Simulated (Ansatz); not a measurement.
```csv
atom,x (Å),y (Å),z (Å)
O,0.1936,0.9031,-1.2705
O,1.9341,-0.5009,0.6550
Se,-0.9002,-2.2013,-0.3669
Se,-0.6950,0.9716,2.0399
Ti,0.3051,-0.1443,0.1290
H,-0.0165,1.8009,-1.5422
H,2.8529,-0.3192,0.4364
H,-1.5735,-1.5026,-1.4758
H,-2.0121,0.9463,1.3780
```

Geometry: PBE0-D4/def2-SVP.

Computed with isolated molecule in a Gaussian basis; Kohn-Sham density functional theory, functional PBE0 (Ansatz 0.2.0).

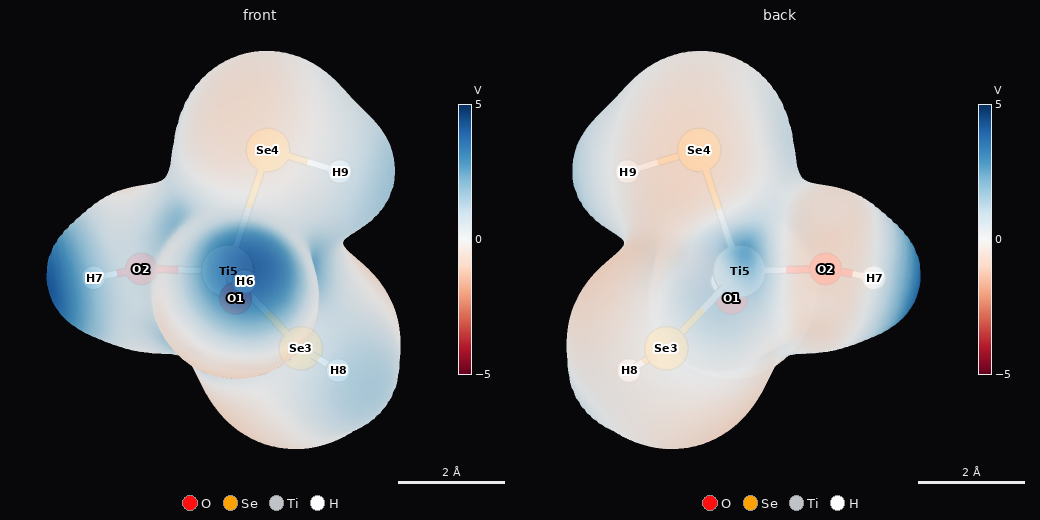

H₄O₂Se₂Ti. The molecular electrostatic potential painted on the density surface at 0.004 e/bohr³, seen from the front and from behind; red is negative and blue positive.

Where is the surface potential most negative and most positive?

Answer. The most negative region (about −0.9 V) lies over O2, Se3 and Se4, the most positive (about +4.1 V) over H6 and H7.

What dipole moment does the calculation give?

Answer. Its dipole moment is 3.27 D.
